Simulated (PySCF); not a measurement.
Run report: C2H7FOSi, geometry relaxation

System: C2H7FOSi, SMILES CC(F)O[SiH3].
Method: PBE0-D3(BJ)/def2-SVP geometry optimisation, gas phase (PySCF 2.14.0).

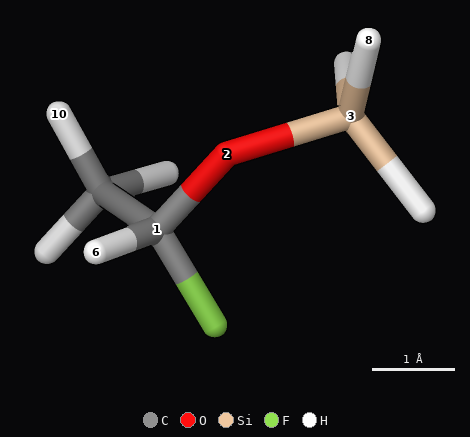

**Figure 1.** The starting structure (stick view, seen at a tilt; atoms are numbered from 1 in the order of the input). Bond lengths as drawn: C–C 1.51 Å, C–F 1.39 Å, C–H 1.06 to 1.13 Å, C–O 1.38 Å, H–Si 1.42 to 1.48 Å and O–Si 1.64 Å.

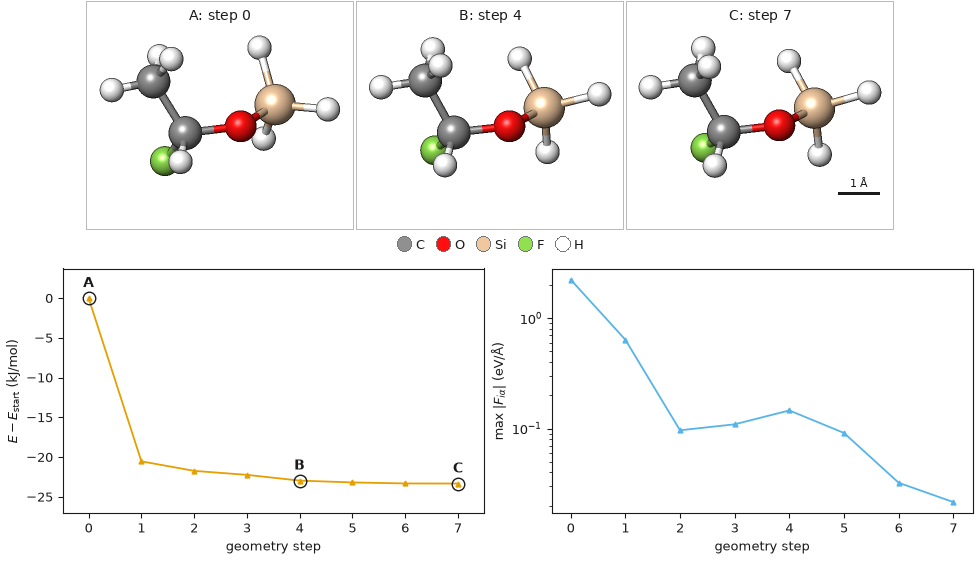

**Figure 2.** Frames of the relaxation (ball-and-stick view, seen at a tilt) above the curves, on which the letters mark them (steps are counted from 0).

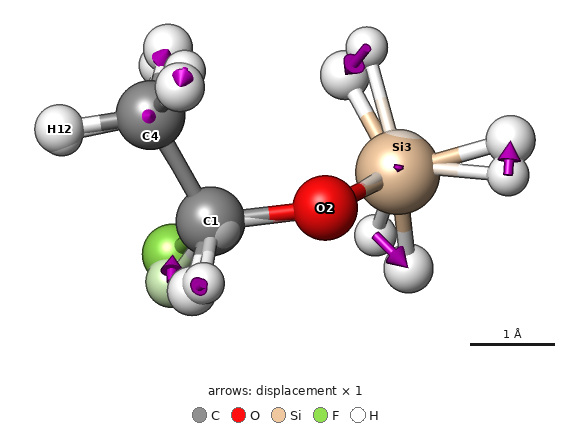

**Figure 3.** Start (faint) and end (solid) with the displacements as pink arrows, at true length (ball-and-stick view, seen at a tilt). The two geometries are laid on each other by the best rigid fit. Over 7 geometry steps the energy falls by 23.3 kJ/mol. The largest force component goes from 2.2 to 0.021 eV/Å. H7 moves most after the best rigid fit: 0.59 Å. By element the largest moves are H 0.59 Å, F 0.39 Å, C 0.15 Å, Si 0.09 Å, O 0.07 Å. Among the contacts that change: Si3–H8 1.424 → 1.487 Å, C4–H12 1.059 → 1.099 Å, O2–Si3 1.644 → 1.681 Å, Si3–H7 1.456 → 1.490 Å. Among the angles that change: O2–Si3–H8 97.3° → 104.6°, H7–Si3–H8 116.4° → 109.7°, C1–O2–Si3 129.7° → 124.7°. (Atoms are counted from 1 in the order of the input.)

The input that produced these results follows, with the program's output.

The input:
```
{"job": {"xc": "PBE0", "basis": "def2-SVP", "d3": "d3bj", "grid": 2, "kind": "geom", "shake": 0.01}, "charge": 0, "multiplicity": 1}
C      0.551908     0.833379    -0.148332
O     -0.808939     0.600108    -0.119538
Si    -1.659032    -0.722050    -0.602076
C      1.352570     0.119243     0.911785
F      1.041563     0.500284    -1.400797
H      0.672504     1.953963    -0.079644
H     -1.394718    -1.006868    -2.005328
H     -2.956968    -0.226634    -0.289078
H     -1.264924    -1.889970     0.219881
H      0.923322     0.374977     1.903233
H      1.206685    -0.956125     0.764776
H      2.374521     0.392108     0.862118
```

The first line tells a small driver script what to run in PySCF; the rest is the geometry in Å.

Launched with:
```bash
OMP_NUM_THREADS=1 python <driver script> task.json out
```

Output:
```
step   0  E = -544.32953447  max force = 0.043628
step   1  E = -544.33735532  max force = 0.012437
step   2  E = -544.33781180  max force = 0.001874
step   3  E = -544.33800334  max force = 0.002124
step   4  E = -544.33827847  max force = 0.002837
step   5  E = -544.33836668  max force = 0.001771
step   6  E = -544.33841490  max force = 0.000626
step   7  E = -544.33842026  max force = 0.000418
optimisation converged
```

Trajectory as extended XYZ (Å, eV, eV/Å), 8 frames, from step=0 to step=7:
```
12
Properties=species:S:1:pos:R:3:forces:R:3 step=0 energy=-14811.96109
C     0.5519    0.8334   -0.1483   -0.1034   1.4234  -0.4869
O    -0.8089    0.6001   -0.1195    1.3417   0.8242   0.4867
Si   -1.6590   -0.7220   -0.6021    0.7568  -0.4222   0.2126
C     1.3526    0.1192    0.9118   -2.2435  -0.2723   0.2602
F     1.0416    0.5003   -1.4008   -0.0279  -0.2195   0.2841
H     0.6725    1.9540   -0.0796   -0.0098  -0.7393   0.0984
H    -1.3947   -1.0069   -2.0053   -0.1191  -0.2271  -0.6847
H    -2.9570   -0.2266   -0.2891   -1.4738  -0.0229   0.0553
H    -1.2649   -1.8900    0.2199   -0.0915  -0.3511   0.0877
H     0.9233    0.3750    1.9032    0.2793  -0.0239  -0.2851
H     1.2067   -0.9561    0.7648    0.2764  -0.2453   0.0387
H     2.3745    0.3921    0.8621    1.4147   0.2760  -0.0670
12
Properties=species:S:1:pos:R:3:forces:R:3 step=1 energy=-14812.17390
C     0.6149    0.8378   -0.1683    0.0502  -0.6395   0.2262
O    -0.7478    0.6773   -0.1617   -0.3674  -0.0653  -0.1220
Si   -1.6415   -0.6664   -0.6482    0.2783   0.0878  -0.0705
C     1.2811    0.1471    0.9997    0.1905   0.0617  -0.1736
F     1.1400    0.2984   -1.3238   -0.0419   0.0980  -0.0693
H     0.8264    1.9112   -0.1808    0.0451   0.3241  -0.0615
H    -1.4615   -0.9379   -2.1030    0.0270  -0.0273   0.0232
H    -3.0601   -0.3278   -0.3976   -0.0935   0.0997   0.0987
H    -1.2713   -1.8802    0.1442    0.0225   0.0167  -0.0341
H     0.8495    0.4881    1.9453   -0.0477   0.0837   0.1276
H     1.1447   -0.9413    0.9168   -0.0149   0.0044   0.0011
H     2.3601    0.3648    0.9906   -0.0482  -0.0438   0.0542
12
Properties=species:S:1:pos:R:3:forces:R:3 step=2 energy=-14812.18632
C     0.6106    0.8136   -0.1647    0.0880   0.0964   0.0204
O    -0.7560    0.6650   -0.1612   -0.0567  -0.0356   0.0294
Si   -1.6427   -0.6680   -0.6673    0.0422   0.0327  -0.0221
C     1.2891    0.1557    1.0148   -0.0479  -0.0056  -0.0738
F     1.1265    0.2725   -1.3237   -0.0053  -0.0399   0.0202
H     0.8213    1.8978   -0.2020   -0.0015  -0.0245   0.0165
H    -1.4895   -0.9080   -2.1300    0.0012  -0.0135   0.0062
H    -3.0552   -0.3226   -0.3600   -0.0031   0.0062   0.0255
H    -1.2473   -1.8966    0.0862    0.0157  -0.0167  -0.0211
H     0.8611    0.5282    1.9558    0.0028   0.0116  -0.0197
H     1.1486   -0.9340    0.9638   -0.0155  -0.0129   0.0284
H     2.3678    0.3674    1.0015   -0.0199   0.0020  -0.0099
12
Properties=species:S:1:pos:R:3:forces:R:3 step=3 energy=-14812.19153
C     0.6121    0.8051   -0.1663    0.0319   0.1092  -0.0208
O    -0.7560    0.6640   -0.1577    0.0141   0.0647   0.0423
Si   -1.6343   -0.6656   -0.6785   -0.0411  -0.0194  -0.0026
C     1.2795    0.1638    1.0244   -0.0391  -0.0035   0.0433
F     1.1185    0.2326   -1.3143    0.0267  -0.0234  -0.0119
H     0.8352    1.8880   -0.2248   -0.0273  -0.0915   0.0060
H    -1.5231   -0.8643   -2.1507   -0.0158   0.0036  -0.0050
H    -3.0396   -0.3450   -0.3069    0.0247  -0.0265  -0.0107
H    -1.1944   -1.9110    0.0208    0.0067  -0.0144  -0.0114
H     0.8575    0.5720    1.9542    0.0214  -0.0116  -0.0307
H     1.1180   -0.9245    1.0059   -0.0173   0.0097   0.0116
H     2.3609    0.3560    1.0071    0.0151   0.0029  -0.0101
12
Properties=species:S:1:pos:R:3:forces:R:3 step=4 energy=-14812.19902
C     0.6187    0.7709   -0.1685   -0.0709   0.0819  -0.0499
O    -0.7541    0.6561   -0.1449    0.1391   0.1328   0.0362
Si   -1.6235   -0.6569   -0.7141   -0.1008  -0.1344   0.0233
C     1.2640    0.1945    1.0619   -0.0120   0.0092   0.1459
F     1.1052    0.1104   -1.2789    0.0283  -0.0142  -0.0219
H     0.8684    1.8413   -0.2965   -0.0251  -0.0713  -0.0136
H    -1.6472   -0.7205   -2.2017   -0.0342   0.0440  -0.0175
H    -2.9939   -0.4351   -0.1726    0.0291  -0.0415  -0.0648
H    -1.0687   -1.9443   -0.1941   -0.0116   0.0108   0.0195
H     0.8666    0.7015    1.9532    0.0223  -0.0274  -0.0172
H     1.0470   -0.8815    1.1399   -0.0103   0.0148  -0.0222
H     2.3521    0.3348    1.0296    0.0459  -0.0047  -0.0178
12
Properties=species:S:1:pos:R:3:forces:R:3 step=5 energy=-14812.20142
C     0.6199    0.7616   -0.1669   -0.0737   0.0152  -0.0209
O    -0.7532    0.6535   -0.1377    0.0845   0.0774   0.0357
Si   -1.6244   -0.6553   -0.7218   -0.0413  -0.0911  -0.0074
C     1.2649    0.2045    1.0740    0.0048   0.0194   0.0828
F     1.0994    0.0743   -1.2649    0.0315  -0.0080  -0.0237
H     0.8753    1.8261   -0.3186   -0.0101  -0.0267  -0.0126
H    -1.6803   -0.6735   -2.2105   -0.0232   0.0313  -0.0058
H    -2.9876   -0.4671   -0.1545    0.0095  -0.0165  -0.0359
H    -1.0477   -1.9504   -0.2480   -0.0107   0.0127   0.0214
H     0.8803    0.7346    1.9566    0.0106  -0.0128  -0.0042
H     1.0324   -0.8662    1.1744   -0.0042   0.0072  -0.0182
H     2.3553    0.3289    1.0310    0.0223  -0.0082  -0.0111
12
Properties=species:S:1:pos:R:3:forces:R:3 step=6 energy=-14812.20273
C     0.6192    0.7557   -0.1644   -0.0177  -0.0078   0.0135
O    -0.7529    0.6492   -0.1290   -0.0004  -0.0241   0.0178
Si   -1.6292   -0.6562   -0.7241    0.0213   0.0076  -0.0322
C     1.2718    0.2107    1.0806    0.0084   0.0052  -0.0143
F     1.0980    0.0563   -1.2565    0.0003  -0.0070  -0.0057
H     0.8741    1.8168   -0.3304    0.0061   0.0177  -0.0080
H    -1.6933   -0.6448   -2.2131    0.0012  -0.0012   0.0054
H    -2.9944   -0.4798   -0.1629   -0.0096   0.0093   0.0105
H    -1.0544   -1.9552   -0.2617   -0.0002   0.0039   0.0067
H     0.8979    0.7481    1.9625   -0.0027   0.0058   0.0040
H     1.0343   -0.8579    1.1879    0.0013  -0.0035   0.0022
H     2.3632    0.3281    1.0244   -0.0081  -0.0058   0.0000
12
Properties=species:S:1:pos:R:3:forces:R:3 step=7 energy=-14812.20288
C     0.6186    0.7517   -0.1633   -0.0070   0.0046   0.0022
O    -0.7532    0.6464   -0.1244   -0.0015  -0.0215   0.0208
Si   -1.6298   -0.6553   -0.7270    0.0083   0.0096  -0.0162
C     1.2735    0.2132    1.0831    0.0011   0.0034  -0.0104
F     1.0938    0.0449   -1.2527    0.0016  -0.0049  -0.0048
H     0.8747    1.8117   -0.3369    0.0054   0.0056  -0.0041
H    -1.7009   -0.6316   -2.2154    0.0030  -0.0032   0.0019
H    -2.9928   -0.4838   -0.1578   -0.0043   0.0056   0.0044
H    -1.0515   -1.9565   -0.2757   -0.0022   0.0015   0.0032
H     0.9043    0.7581    1.9625   -0.0008   0.0027   0.0012
H     1.0327   -0.8539    1.1986    0.0000  -0.0015   0.0017
H     2.3651    0.3260    1.0224   -0.0036  -0.0020  -0.0002
```

Results in brief:

| quantity | value |
| --- | --- |
| outcome | converged |
| total energy | −544.338420 hartree |
| dipole moment | 1.14 D |
| point group | C1 |
| hardware | 1 CPU thread, shared host |
| wall time | 45 s |
| peak memory | 0.58 GiB |
